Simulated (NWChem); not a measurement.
**One shape, several levels: SiBrCl3 (bromotrichlorosilane)**

Aim: a comparison of 5 runs (HF/STO-3G, HF/6-31G, HF/6-31G*, HF/6-31G**, HF/6-311G**) of SiBrCl3 (bromotrichlorosilane). 

Program for the calculation: NWChem 7.3.0.

5 further runs of the same task are left out: 5 that didn't finish.

## Step 1: The system as given

The species is SiBrCl3 (5 atoms), meant as a singlet with charge 0. SMILES: `Cl[Si](Cl)(Cl)Br`. The shape is that of a PBE0-D4/def2-TZVP optimisation.

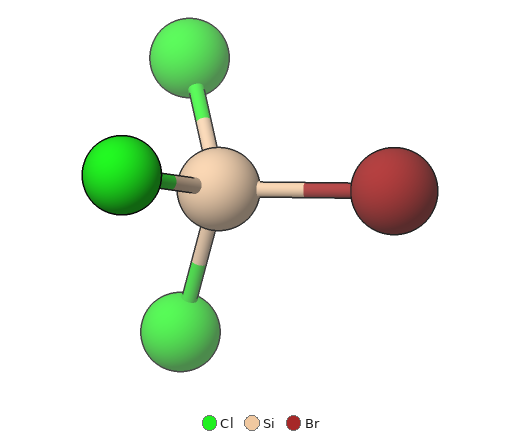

Viewed from a chosen angle; chlorine green, silicon light orange, bromine red.

## Step 2: A single-point energy at HF/STO-3G (run 1)

Input file sp.nw:

```
echo
start sp
title "BrCl3Si hf"
memory total 2200 mb

geometry noautosym nocenter noautoz
   Cl      -0.852900      -0.217700       1.821600
   Si       0.003400      -0.042600      -0.003200
   Cl       1.690500      -1.158200      -0.059200
   Cl      -1.285700      -0.709700      -1.412800
   Br       0.494400       2.054400      -0.387900
end

basis spherical bse
   * library STO-3G
end

scf
   thresh 1e-08
   maxiter 80
   print low
end

task scf energy
```

Run with:

```bash
$ nwchem sp.nw > sp.out
```

Log:

```text
[...]
  functions       =    54
[...]
  wavefunction    = RHF
[...]
         Total SCF energy =  -4194.209719634995
      One-electron energy =  -7280.072532134725
      Two-electron energy =   2367.294234120061
 Nuclear repulsion energy =    718.568578379669
        Time for solution =      8.7s
 Task  times  cpu:        9.3s     wall:        9.3s
[...]
```

Wall time 10 s (1 thread of Intel Xeon Platinum 8259CL at 2.50GHz (Skylake/Cascade Lake), shared host); peak memory 0.096 GiB.

## Step 3: The energy at HF/6-31G (run 2)

Input file brcl3si.nw:

```
echo
start brcl3si
memory stack 880 mb heap 220 mb global 1100 mb
charge 0
geometry units au noautosym nocenter noautoz
  Cl  -1.61174741  -0.41139338   3.44232511
  Si   0.00642507  -0.08050233  -0.00604712
  Cl   3.19458201  -2.18868080  -0.11187179
  Cl  -2.42962088  -1.34113863  -2.66980507
  Br   0.93428060   3.88225335  -0.73302476
end
basis spherical bse
  Cl library 6-31G
  Si library 6-31G
  Br library 6-31G
end
scf
  thresh 1e-08
  maxiter 80
  noprint "final vectors analysis"
end
task scf energy
```

Run with:

```bash
$ nwchem brcl3si.nw > brcl3si.out
```

Log:

```text
[...]
  functions       =    79
[...]
  wavefunction    = RHF
[...]
         Total SCF energy =  -4239.432163578336
      One-electron energy =  -7319.691162819152
      Two-electron energy =   2361.690472598610
 Nuclear repulsion energy =    718.568526642206
        Time for solution =     42.7s
[...]
```

Run time: 45 s. Hardware: 1 thread of Intel Xeon Platinum 8259CL at 2.50GHz (Skylake/Cascade Lake), shared host; peak memory 0.098 GiB.

Runs 3 to 4 aren't shown in full; the table further down has their settings and results.

## Step 4: A single-point energy at HF/6-311G(d,p) (run 5)

Input file test.nw:

```
start test
title "BrCl3Si energy"
memory 2200 mb
charge 0

geometry units au noautosym nocenter noautoz
  Cl  -1.61174741  -0.41139338   3.44232511
  Si   0.00642507  -0.08050233  -0.00604712
  Cl   3.19458201  -2.18868080  -0.11187179
  Cl  -2.42962088  -1.34113863  -2.66980507
  Br   0.93428060   3.88225335  -0.73302476
end

basis "ao basis" spherical bse
  * library 6-311G**
end

scf
  thresh 1e-08
  maxiter 80
  print low
end

task scf
```

Run with:

```bash
$ nwchem test.nw > test.out
```

Log:

```text
[...]
  functions       =   148
[...]
  wavefunction    = RHF
[...]
         Total SCF energy =  -4240.021526303810
      One-electron energy =  -7321.817023006743
      Two-electron energy =   2363.226970060727
 Nuclear repulsion energy =    718.568526642206
        Time for solution =     59.2s
 Task  times  cpu:       61.0s     wall:       61.0s
[...]
```

Run time: 62 s. Hardware: 1 thread of Intel Xeon Platinum 8259CL at 2.50GHz (Skylake/Cascade Lake), shared host; peak memory 0.1 GiB.

## Step 5: Overview of the runs

```csv
run,level,energy (Eh),wall time
1,HF/STO-3G,-4194.209720,10 s
2,HF/6-31G,-4239.432164,45 s
3,HF/6-31G* (spherical functions),-4239.657470,74 s
4,HF/6-31G** (spherical functions),-4239.657470,74 s
5,HF/6-311G**,-4240.021526,62 s
```

## Step 6: Results

| quantity | value |
| --- | --- |
| run 5: total energy | -4240.02153 Eh |

**Reading.** In run 1 the basis is minimal, so the values are rough. All runs together took 4.4 min, the longest 74 s.
